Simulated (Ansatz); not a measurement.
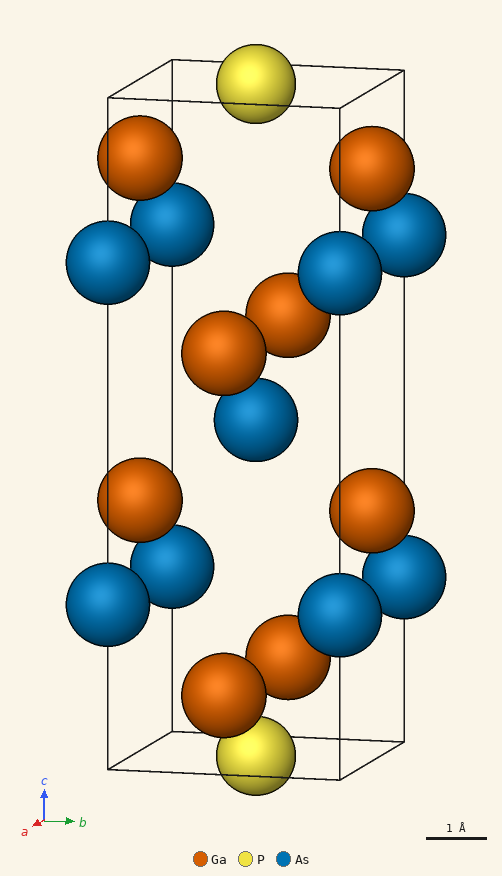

An orthographic spheres-only view of the structure, slightly off an axis. The frame is the simulation cell; atoms at its boundary are shown with their periodic copies.

```xyz
8
Lattice="4.0189 0.0000 0.0000 0.0000 4.0189 0.0000 0.0000 0.0000 11.3713" Properties=species:S:1:pos:R:3 pbc="T T T"
Ga    2.0094    0.0000   10.0279
Ga    4.0189    2.0094    1.3435
Ga    2.0094    0.0000    4.2369
Ga    0.0000    2.0094    7.1344
P     2.0094    2.0094    0.0000
As    0.0000    0.0000    2.7909
As    2.0094    2.0094    5.6857
As    0.0000    0.0000    8.5805
```

All computed values are from DFT LDA, scalar-relativistic, plane waves, PAW (Ansatz 0.2.0). Settings: plane waves up to 420 eV, k-point mesh 10×10×4, Gaussian smearing of 0.02 eV, no spin polarisation.

> How are the electrons shared out in a Bader analysis?

Ga +0.61 to +0.67 e; As -0.61 e; P -0.73 e.

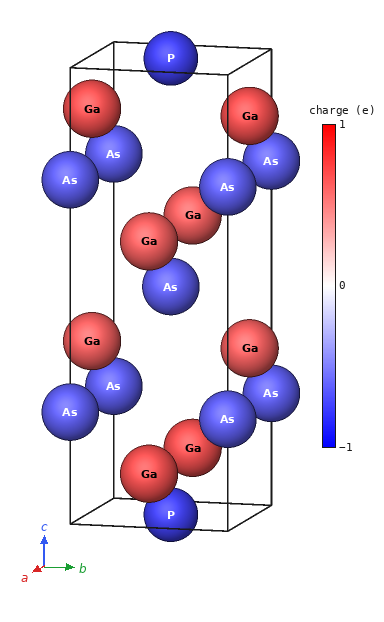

The atoms coloured by those charges.

Provenance: a structure type filled with these elements by a generator (whether the compound takes this form wasn't checked). Earlier steps of the study, as a rule a relaxation of our own, may have changed the cell and positions, so they can lie some per cent off the listed ones. It was run through Ansatz as a DFT input.

At this level of theory the run's own cell isn't at rest (stretched, at -5 GPa), so its distances can differ from those at equilibrium, the more so the softer the solid.
